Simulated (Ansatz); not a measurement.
## Electronic structure of ClH7W in real space

```xyz
9

W     0.5746    0.5920    0.1779
H    -0.4710   -0.4654    1.2833
H     1.6249   -0.3851    1.0618
H    -0.4202    1.6226    1.0653
H    -1.0828    0.3482    0.0175
H     0.3645   -1.0692    0.0135
H    -0.0729   -0.0651   -1.2030
Cl    1.9650    2.0110   -0.9681
H    -0.0010   -0.0044    1.8258
```

Core potentials replace the inner electrons of W.

These are results of Ansatz, RKS BHLYP/def2-SVP, not measurements.

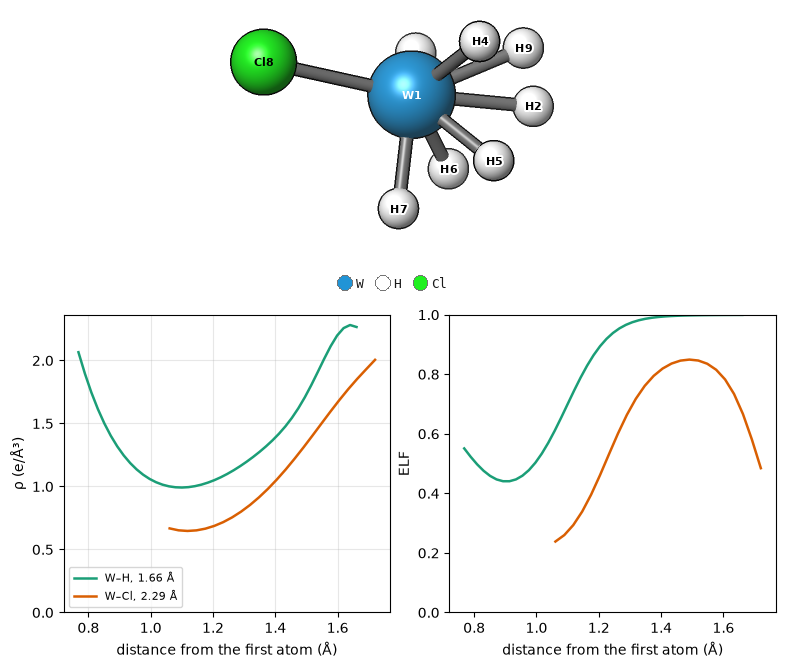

Figure 1. Electron density and electron localisation function along straight lines between neighbouring atoms. The curves leave out the atomic cores. The structure is drawn too.

### What can be read from the curves?

W–H (1.66 Å): ρ at the midpoint is about 1.6 e/Å³; the ELF climbs to about 1 towards the hydrogen.
W–Cl (2.29 Å): the density is about 0.65 e/Å³ at the midpoint; the ELF peaks at about 0.85 in the valence shell of Cl, 0.8 Å from its nucleus, and is about 0.35 at the midpoint.

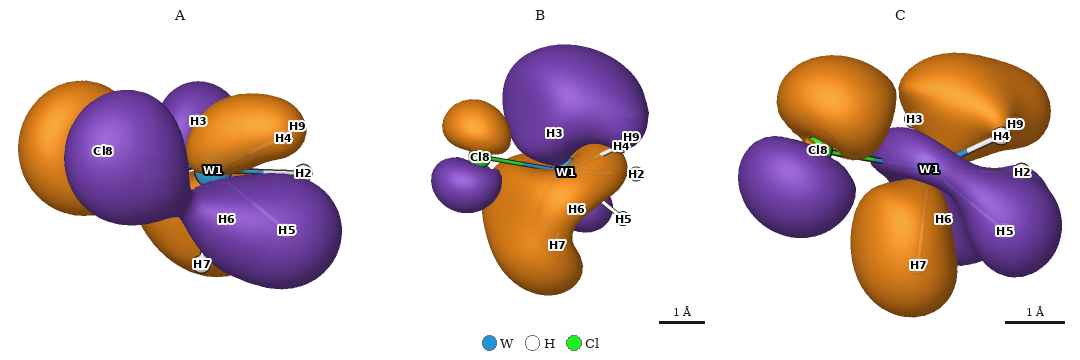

Figure 2. Three frontier orbitals at ±0.08 Å⁻³ᐟ² (orange and purple are the two phases), in no order.

### Order the three orbitals by energy and name them.

A is the HOMO−1 (−10.35 eV). It lies mainly on Cl8 (about 40 %), W1 (about 30 %), H5 (about 10 %) and H6 (about 10 %). C is the HOMO (−9.64 eV). Its weight (Hirshfeld) is mainly on W1 (about 40 %), Cl8 (about 25 %), H7 (about 10 %), H5 (about 5 %) and H6 (about 5 %). B is the LUMO (−1.27 eV). It lies mainly on W1 (about 65 %), Cl8 (about 10 %) and H7 (about 10 %).

### What is the HOMO–LUMO gap?

8.37 eV between the orbital energies.
